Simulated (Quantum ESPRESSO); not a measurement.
# How volume moves the moments of MnBr2

Aim: follow moments and order energies of MnBr2 with volume.

Program: Quantum ESPRESSO 7.5. Level of theory: LDA with U = 4 eV on Mn d (ortho-atomic projectors); plane waves with GBRV 1.5 LDA potentials, no spin-orbit coupling. Results are calculated unless marked as measured.

The database entry behind the starting cell has ideal inner coordinates that were not refined, so it need not match the best structure at ambient conditions.

**1. The structure**

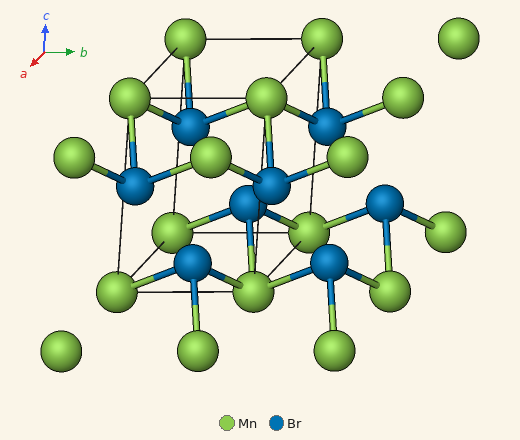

The starting structure, seen from a free direction (manganese green, bromine blue). 2×2×1 cells are drawn. Bonds to atoms that aren't drawn are left out. Some periodic images of atoms are drawn too.

Structure file:

```cif
data_structure
_symmetry_space_group_name_H-M 'P-3m1'
_symmetry_Int_Tables_number 164
_cell_length_a 3.8200
_cell_length_b 3.8200
_cell_length_c 6.1900
_cell_angle_alpha 90.000
_cell_angle_beta 90.000
_cell_angle_gamma 120.000
_cell_volume 78.23
loop_
_atom_site_label
_atom_site_type_symbol
_atom_site_symmetry_multiplicity
_atom_site_Wyckoff_symbol
_atom_site_fract_x
_atom_site_fract_y
_atom_site_fract_z
_atom_site_occupancy
Mn1 Mn 1 a 0.00000 0.00000 0.00000 1
Br1 Br 2 d 0.33333 0.66667 0.25000 1
```

The cell comes from the Crystallography Open Database.

The settings of this session are cheaper than careful work needs (see the inputs), so it shows what such settings give, not the properties of the crystal.

**2. Volume 0.94, ferro +**

All lengths scale alike; the factor is that of the volume. Atoms keep their fractional places. Seeded atoms are those given a starting moment.

File pw.in:

```
&CONTROL
  calculation = 'scf'
  prefix = 'pwscf'
  outdir = './tmp'
  pseudo_dir = './pseudo'
  disk_io = 'nowf'
  tprnfor = .true.
  tstress = .true.
/
&SYSTEM
  ibrav = 0
  nat = 3
  ntyp = 2
  ecutwfc = 40
  nbnd = 24
  occupations = 'smearing'
  smearing = 'fd'
  degauss = 0.00367493
  nspin = 2
  starting_magnetization(1) = 0.3
  starting_magnetization(2) = 0
/
&ELECTRONS
  conv_thr = 6d-09
  electron_maxstep = 150
  mixing_beta = 0.3
/
ATOMIC_SPECIES
Mn     54.9380 mn_lda_v1.5.uspp.F.UPF
Br     79.9040 br_lda_v1.4.uspp.F.UPF
CELL_PARAMETERS bohr
   7.0713909409    0.0000000000    0.0000000000
  -3.5356954704    6.1240041950    0.0000000000
   0.0000000000    0.0000000000   11.4586151633
ATOMIC_POSITIONS crystal
Mn      0.0000000000    0.0000000000    0.0000000000
Br      0.3333333333    0.6666666667    0.2500000000
Br      0.6666666667    0.3333333333    0.7500000000
K_POINTS automatic
6 6 6 0 0 0
HUBBARD {ortho-atomic}
U Mn-3d 4.0000
```

Started as:

```
OMP_NUM_THREADS=1 mpirun -n 2 pw.x -nk 2 -in pw.in > pw.out
```

The program printed:

```text
Program PWSCF v.7.5 starts

     Message from routine setup:
     using ibrav=0 with symmetry is DISCOURAGED, use correct ibrav instead

     K-points division:     npool     =       2
     Subspace diagonalization in iterative solution of the eigenvalue problem:

     bravais-lattice index     =            0
     lattice parameter (alat)  =       7.0714  a.u.
     unit-cell volume          =     496.2179 (a.u.)^3
     number of atoms/cell      =            3
     number of atomic types    =            2
     number of electrons       =        29.00
     number of Kohn-Sham states=           24
     kinetic-energy cutoff     =      40.0000  Ry
     charge density cutoff     =     160.0000  Ry
     scf convergence threshold =      6.0E-09
     mixing beta               =       0.3000
     number of iterations used =            8  plain     mixing
     Exchange-correlation=  SLA  PZ   NOGX NOGC
                           (   1   1   0   0   0   0   0)
     Hubbard projectors: ortho-atomic
     Hubbard parameters of DFT+U (Dudarev formulation) in eV:
     U(Mn-3d) =  4.0000

     Internal variables: lda_plus_u =T, lda_plus_u_kind = 0

     Internal variables: orbital_resolved =F, hub_pot_fix =F, apply_U = F

     celldm(1)=   7.071391  celldm(2)=   0.000000  celldm(3)=   0.000000
     celldm(4)=   0.000000  celldm(5)=   0.000000  celldm(6)=   0.000000

     crystal axes: (cart. coord. in units of alat)
               a(1) = (   1.000000   0.000000   0.000000 )
               a(2) = (  -0.500000   0.866025   0.000000 )
               a(3) = (   0.000000   0.000000   1.620419 )

     reciprocal axes: (cart. coord. in units 2 pi/alat)
               b(1) = (  1.000000  0.577350 -0.000000 )
               b(2) = (  0.000000  1.154701  0.000000 )
               b(3) = (  0.000000 -0.000000  0.617124 )

     PseudoPot. # 1 for Mn read from file:
     mn_lda_v1.5.uspp.F.UPF
     Pseudo is Ultrasoft + core correction, Zval = 15.0

     PseudoPot. # 2 for Br read from file:
     br_lda_v1.4.uspp.F.UPF
     Pseudo is Ultrasoft + core correction, Zval =  7.0

     atomic species   valence    mass     pseudopotential
     Mn               15.00    54.93800     Mn( 1.00)
     Br                7.00    79.90400     Br( 1.00)

     Starting magnetic structure
     atomic species   magnetization
     Mn              0.300
     Br              0.000

     12 Sym. Ops., with inversion, found

   Cartesian axes

     site n.     atom                  positions (alat units)
         1        Mn     tau(   1) = (   0.0000000   0.0000000   0.0000000  )
         2        Br     tau(   2) = (  -0.0000000   0.5773503   0.4051047  )
         3        Br     tau(   3) = (   0.5000000   0.2886751   1.2153141  )

     number of k points=    34  Fermi-Dirac smearing, width (Ry)=  0.0037
                       cart. coord. in units 2pi/alat
        k(    1) = (   0.0000000   0.0000000   0.0000000), wk =   0.0046296
        k(    2) = (   0.0000000   0.0000000   0.1028541), wk =   0.0092593
        k(    3) = (   0.0000000   0.0000000   0.2057081), wk =   0.0092593
        k(    4) = (   0.0000000   0.0000000  -0.3085622), wk =   0.0046296
        k(    5) = (   0.0000000   0.1924501   0.0000000), wk =   0.0277778
        [... 29 further k-points ...]

     Dense  grid:    16937 G-vectors     FFT dimensions: (  30,  30,  48)

     Check: negative core charge=   -0.000021
     Generating pointlists ...
     new r_m :   0.2909 (alat units)  2.0573 (a.u.) for type    1
     new r_m :   0.2909 (alat units)  2.0573 (a.u.) for type    2

     Initial potential from superposition of free atoms

     starting charge      28.4999, renormalised to      29.0000

     STARTING HUBBARD OCCUPATIONS:

     =================== HUBBARD OCCUPATIONS ===================
     ------------------------ ATOM    1 ------------------------
     Tr[ns(  1)] (up, down, total) =   5.00000  0.00000  5.00000
     Atomic magnetic moment for atom   1 =   5.00000
     [... lines left out ...]
     Number of occupied Hubbard levels =    5.0000

     Atomic wfc used for Hubbard projectors are orthogonalized

     Starting wfcs are   21 randomized atomic wfcs +    3 random wfcs

     Self-consistent Calculation

     iteration #  1     ecut=    40.00 Ry     beta= 0.30
     Davidson diagonalization with overlap
     ethr =  1.00E-02,  avg # of iterations =  4.9

     =================== HUBBARD OCCUPATIONS ===================
     ------------------------ ATOM    1 ------------------------
     Tr[ns(  1)] (up, down, total) =   4.95627  0.19509  5.15135
     Atomic magnetic moment for atom   1 =   4.76118
     [... lines left out ...]
     Number of occupied Hubbard levels =    5.1514

     Threshold (ethr) on eigenvalues was too large:
     Diagonalizing with lowered threshold

     Davidson diagonalization with overlap
     ethr =  5.66E-04,  avg # of iterations =  1.6

     total energy              =    -304.34626876 Ry
     estimated scf accuracy    <       0.17721919 Ry

     total magnetization       =     5.00 Bohr mag/cell
     absolute magnetization    =     5.00 Bohr mag/cell

     iteration #  2     ecut=    40.00 Ry     beta= 0.30
     Davidson diagonalization with overlap
     ethr =  6.11E-04,  avg # of iterations =  2.0

     total energy              =    -304.37443493 Ry
     estimated scf accuracy    <       0.02153250 Ry

     total magnetization       =     5.00 Bohr mag/cell
     absolute magnetization    =     5.00 Bohr mag/cell

     [... further iterations left out ...]

     iteration #  9     ecut=    40.00 Ry     beta= 0.30
     Davidson diagonalization with overlap
     ethr =  3.29E-10,  avg # of iterations =  2.5

     negative rho (up, down):  0.000E+00 1.149E-03

     total energy              =    -304.37933753 Ry
     estimated scf accuracy    <       0.00000007 Ry

     total magnetization       =     5.00 Bohr mag/cell
     absolute magnetization    =     5.00 Bohr mag/cell

     iteration # 10     ecut=    40.00 Ry     beta= 0.30
     Davidson diagonalization with overlap
     ethr =  2.37E-10,  avg # of iterations =  2.0

     negative rho (up, down):  0.000E+00 1.149E-03

     Magnetic moment per site  (integrated on atomic sphere of radius R)
     atom   1 (R=0.291)  charge= 13.2325  magn=  4.4739
     atom   2 (R=0.291)  charge=  5.1235  magn=  0.0774
     atom   3 (R=0.291)  charge=  5.1235  magn=  0.0774

     End of self-consistent calculation

     =================== HUBBARD OCCUPATIONS ===================
     ------------------------ ATOM    1 ------------------------
     Tr[ns(  1)] (up, down, total) =   4.98519  0.29524  5.28042
     Atomic magnetic moment for atom   1 =   4.68995
     [... lines left out ...]
     Number of occupied Hubbard levels =    5.2804

     [... lines left out ...]
     the Fermi energy is     6.2891 ev

!    total energy              =    -304.37933753 Ry
     estimated scf accuracy    <          4.0E-09 Ry
     smearing contrib. (-TS)   =      -0.00000000 Ry
     internal energy E=F+TS    =    -304.37933753 Ry

     The total energy is F=E-TS. E is the sum of the following terms:
     one-electron contribution =    -191.54209307 Ry
     hartree contribution      =     105.01938456 Ry
     xc contribution           =     -78.11607093 Ry
     ewald contribution        =    -139.78209267 Ry
     Hubbard energy            =       0.04153457 Ry

     total magnetization       =     5.00 Bohr mag/cell
     absolute magnetization    =     5.00 Bohr mag/cell

     convergence has been achieved in  10 iterations

     negative rho (up, down):  0.000E+00 1.149E-03

     Forces acting on atoms (cartesian axes, Ry/au):

     atom    1 type  1   force =     0.00000000    0.00000000    0.00000000
     atom    2 type  2   force =     0.00000000    0.00000000    0.00247664
     atom    3 type  2   force =    -0.00000000   -0.00000000   -0.00247664

     Total force =     0.003502     Total SCF correction =     0.000028

     Computing stress (Cartesian axis) and pressure

     negative rho (up, down):  0.000E+00 1.149E-03
          total   stress  (Ry/bohr**3)                   (kbar)     P=       12.82
   0.00010558  -0.00000000   0.00000000           15.53       -0.00        0.00
  -0.00000000   0.00010558   0.00000000           -0.00       15.53        0.00
   0.00000000   0.00000000   0.00005027            0.00        0.00        7.39

=------------------------------------------------------------------------------=
   JOB DONE.
=------------------------------------------------------------------------------=
```

It took 37 s on 2 MPI ranks of Intel Xeon Platinum 8259CL at 2.50GHz (Skylake/Cascade Lake), shared host; peak memory 0.26 GiB.

Spin moment in the atom's sphere by atom:

```
atom  spin moment in the atom's sphere (μB)
 Mn1                                   4.47
 Br2                                   0.08
 Br3                                   0.08
```

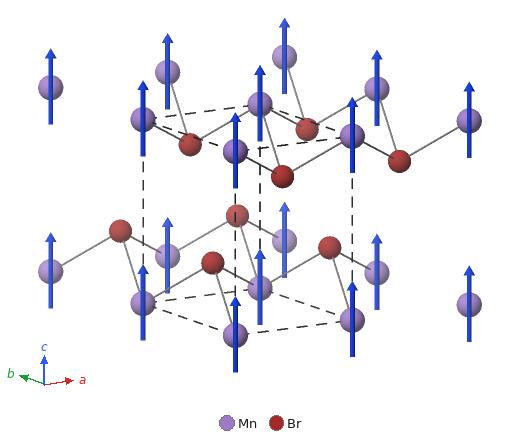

Spin moment in the atom's sphere as arrows, the longest 4.47 μB. Up and down stand for the sign. Arrows give size and sign along the axis of quantisation, drawn up and down the page. Bonds to atoms that aren't drawn are left out. 2×2×1 cells are drawn. Some periodic images of atoms are drawn too.

This step gave:

```
smearing term TS       : 7.91e-11 eV
pressure               : 1.282 GPa
magnetization          : 5 μB
absolute magnetization : 5 μB
final state            : ferromagnetic
```

**3. Volume 0.94, no spin polarisation**

pw.in, as its differences from that of step 2:

```diff
@@ -14,3 +14,3 @@
   ecutwfc = 40
-  nbnd = 24
+  nbnd = 22
   occupations = 'smearing'
@@ -18,5 +18,2 @@
   degauss = 0.00367493
-  nspin = 2
-  starting_magnetization(1) = 0.3
-  starting_magnetization(2) = 0
 /
```

The program printed:

```text
     [... lines left out ...]
Program PWSCF v.7.5 starts
     [... lines left out ...]
     number of atoms/cell      =            3
     [... lines left out ...]
     number of electrons       =        29.00
     number of Kohn-Sham states=           22
     kinetic-energy cutoff     =      40.0000  Ry
     charge density cutoff     =     160.0000  Ry
     scf convergence threshold =      6.0E-09
     [... lines left out ...]
     12 Sym. Ops., with inversion, found
     [... lines left out ...]
     number of k points=    34  Fermi-Dirac smearing, width (Ry)=  0.0037
     [... lines left out ...]
     iteration # 14     ecut=    40.00 Ry     beta= 0.30
     [... lines left out ...]
     Tr[ns(  1)] =   5.70060
     [... lines left out ...]
     the Fermi energy is     5.4856 ev
!    total energy              =    -304.07707769 Ry
     estimated scf accuracy    <          2.3E-09 Ry
     smearing contrib. (-TS)   =      -0.00397483 Ry
     [... lines left out ...]
     convergence has been achieved in  14 iterations
     [... lines left out ...]
     Total force =     0.080782     Total SCF correction =     0.000014
     [... lines left out ...]
          total   stress  (Ry/bohr**3)                   (kbar)     P=      -91.06
     [... lines left out ...]
```

Wall time 21 s (2 MPI ranks); peak memory 0.21 GiB; 42 s of CPU time.

This step gave:

| Item | Value |
| --- | --- |
| smearing term TS | 0.05408 eV |
| pressure | -9.106 GPa |
| final state | non-magnetic (no spin polarisation) |

**4. Volume 1.1, ferro +**

pw.in, as its differences from that of step 3:

```diff
@@ -14,3 +14,3 @@
   ecutwfc = 40
-  nbnd = 22
+  nbnd = 24
   occupations = 'smearing'
@@ -18,2 +18,5 @@
   degauss = 0.00367493
+  nspin = 2
+  starting_magnetization(1) = 0.3
+  starting_magnetization(2) = 0
 /
@@ -28,5 +31,5 @@
 CELL_PARAMETERS bohr
-   7.0713909409    0.0000000000    0.0000000000
-  -3.5356954704    6.1240041950    0.0000000000
-   0.0000000000    0.0000000000   11.4586151633
+   7.4517760021    0.0000000000    0.0000000000
+  -3.7258880010    6.4534273212    0.0000000000
+   0.0000000000    0.0000000000   12.0749982860
 ATOMIC_POSITIONS crystal
```

The program printed:

```text
     [... lines left out ...]
Program PWSCF v.7.5 starts
     [... lines left out ...]
     number of atoms/cell      =            3
     [... lines left out ...]
     number of electrons       =        29.00
     number of Kohn-Sham states=           24
     kinetic-energy cutoff     =      40.0000  Ry
     charge density cutoff     =     160.0000  Ry
     scf convergence threshold =      6.0E-09
     [... lines left out ...]
     12 Sym. Ops., with inversion, found
     [... lines left out ...]
     number of k points=    34  Fermi-Dirac smearing, width (Ry)=  0.0037
     [... lines left out ...]
     iteration # 10     ecut=    40.00 Ry     beta= 0.30
     [... lines left out ...]
     Magnetic moment per site  (integrated on atomic sphere of radius R)
     atom   1 (R=0.291)  charge= 13.2946  magn=  4.5991
     atom   2 (R=0.291)  charge=  5.4152  magn=  0.0510
     atom   3 (R=0.291)  charge=  5.4152  magn=  0.0510
     [... lines left out ...]
     Tr[ns(  1)] (up, down, total) =   4.99204  0.22720  5.21924
     [... lines left out ...]
     the Fermi energy is     4.5137 ev
!    total energy              =    -304.36639936 Ry
     estimated scf accuracy    <          5.5E-09 Ry
     smearing contrib. (-TS)   =      -0.00000000 Ry
     [... lines left out ...]
     total magnetization       =     5.00 Bohr mag/cell
     absolute magnetization    =     5.00 Bohr mag/cell
     convergence has been achieved in  10 iterations
     [... lines left out ...]
     Total force =     0.041853     Total SCF correction =     0.000023
     [... lines left out ...]
          total   stress  (Ry/bohr**3)                   (kbar)     P=      -49.77
     [... lines left out ...]
```

It took 42 s on 2 MPI ranks; peak memory 0.29 GiB; 84 s of CPU time.

This step gave:

- smearing term TS: 3.52e-13 eV
- pressure: -4.977 GPa
- magnetization: 5 μB
- absolute magnetization: 5 μB
- final state: ferromagnetic
- largest moment: 4.599 μB

**5. An input with a fault**

One input was spoiled on purpose, to see how the program answers.

pw.in, as its differences from that of step 4:

```diff
@@ -24,3 +24,3 @@
   conv_thr = 6d-09
-  electron_maxstep = 150
+  electron_maxstep = 100
   mixing_beta = 0.3
@@ -30,6 +30,6 @@
 Br     79.9040 br_lda_v1.4.uspp.F.UPF
-CELL_PARAMETERS bohr
-   7.4517760021    0.0000000000    0.0000000000
-  -3.7258880010    6.4534273212    0.0000000000
-   0.0000000000    0.0000000000   12.0749982860
+CELL_PARAMETERS angstrom
+   3.8200000000    0.0000000000    0.0000000000
+  -1.9100000000    3.3082170425    0.0000000000
+   0.0000000000    0.0000000000    6.1900000000
 ATOMIC_POSITIONS crystal
@@ -41,2 +41,2 @@
 HUBBARD {ortho-atomic}
-U Mn-3d 4.0000
+U Mn-6f 5.0
```

The program printed:

```text
     [... lines left out ...]
Program PWSCF v.7.5 starts
     [... lines left out ...]
     Error in routine determine_hubbard_occ (1):
     Mismatch between the requested and available manifolds
 %%%%%%%%%%%%%%%%%%%%%%%%%%%%%%%%%%%%%%%%%%%%%%%%%%%%%%%%%%%%%%%%%%%%%%%%%%%%%%
     stopping ...
```

It took 0.86 s on 2 MPI ranks; peak memory 0.05 GiB.

The input was rejected at the start.

The program's message: “determine_hubbard_occ (1): Mismatch between the requested and available manifolds”

The fault put into the input: a U on a shell that the file lacks.

**6. All points**

The runs not shown differ from these in the moved quantity alone.

States, by row:

```csv
volume,ferro +,no spin polarisation
0.94,ferromagnetic,non-magnetic
0.97,ferromagnetic,non-magnetic
1,ferromagnetic,non-magnetic
1.03,ferromagnetic,non-magnetic
1.06,ferromagnetic,non-magnetic
1.1,ferromagnetic,non-magnetic
```

The largest site moment, ferro + by volume:

| volume (factor) | largest site moment, ferro + (μB) |
| --- | --- |
| 0.9400 | 4.47 |
| 0.9700 | 4.50 |
| 1.0000 | 4.53 |
| 1.0300 | 4.55 |
| 1.0600 | 4.57 |
| 1.1000 | 4.60 |

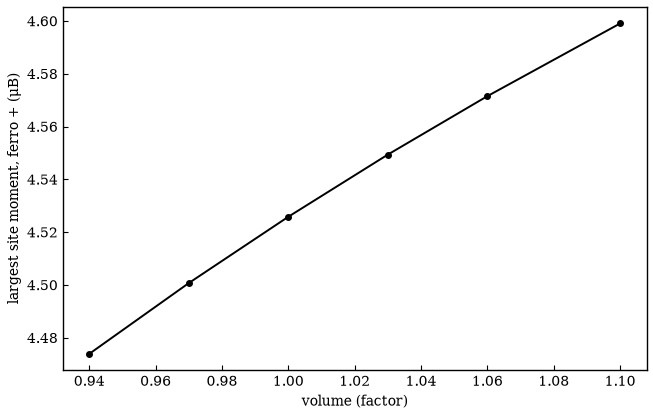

Largest site moment, ferro +, plotted against volume.

Energy less that of the parallel start, no spin polarisation against volume:

```
volume (factor)  energy less that of the parallel start, no spin polarisation (meV a seeded atom)
         0.9400                                                                              4112
         0.9700                                                                              4259
         1.0000                                                                              4392
         1.0300                                                                              4513
         1.0600                                                                              4624
         1.1000                                                                              4758
```

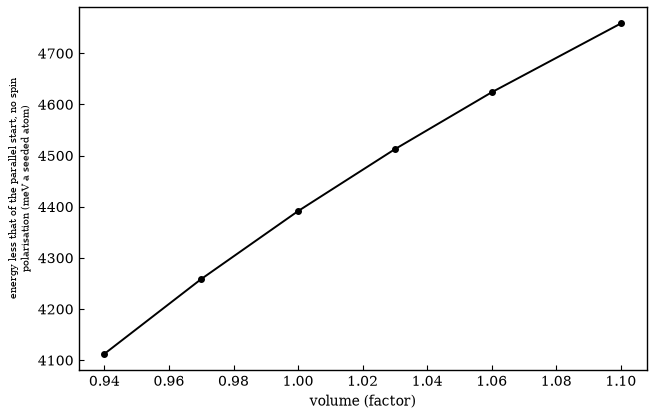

Energy less that of the parallel start, no spin polarisation against volume.

Table of energy over the lowest by volume; values in meV an atom:

```csv
volume (factor),ferro +,no spin polarisation
0.9400,2.45,1373
0.9700,0,1420
1.0000,4.91,1469
1.0300,16.1,1520
1.0600,32.5,1574
1.1000,61.1,1647
```

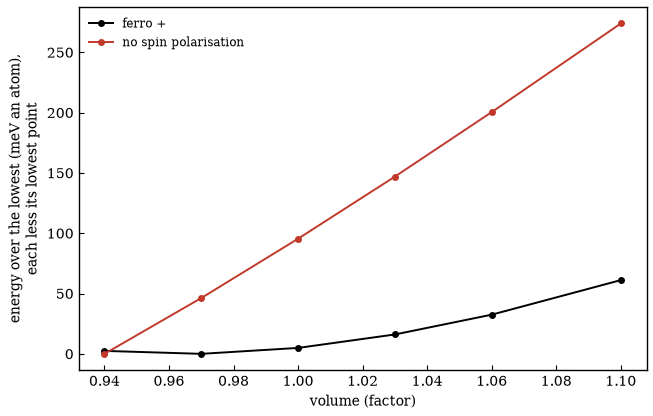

Energy over the lowest, plotted against volume. Each curve is drawn from its own lowest point.

**7. Results**

* moment, parallel start: 4.47 to 4.60 μB
* states met from these starts: ferromagnetic

In words: The moment of the parallel start goes from 4.47 μB at 0.94 to 4.60 μB at 1.1. The net moment of the cell goes from 5 to 5 μB. The radius of the spheres follows the nearest distance, so part of the change of the site moments is the spheres'. Only a parallel start was run beside the spinless one, so opposed or spiral orders, which may lie lower, are not probed.

[Logs and program files are shortened in this print: banners, set-up blocks, solver, clock and traceback lines can be left out without a mark of their own.]

[Logs are printed without paths, hosts, clocks, repeated set-up lines and the standing remarks that a program may print on its own settings, such as how far it seeks lower states.]

[Hosts, paths, dates, database ids (printed as entryN), source tags and the programs' standing remarks are cut or masked in the printed files.]

[Where a cell is said to come from a database of computed structures, the database is the Materials Project.]
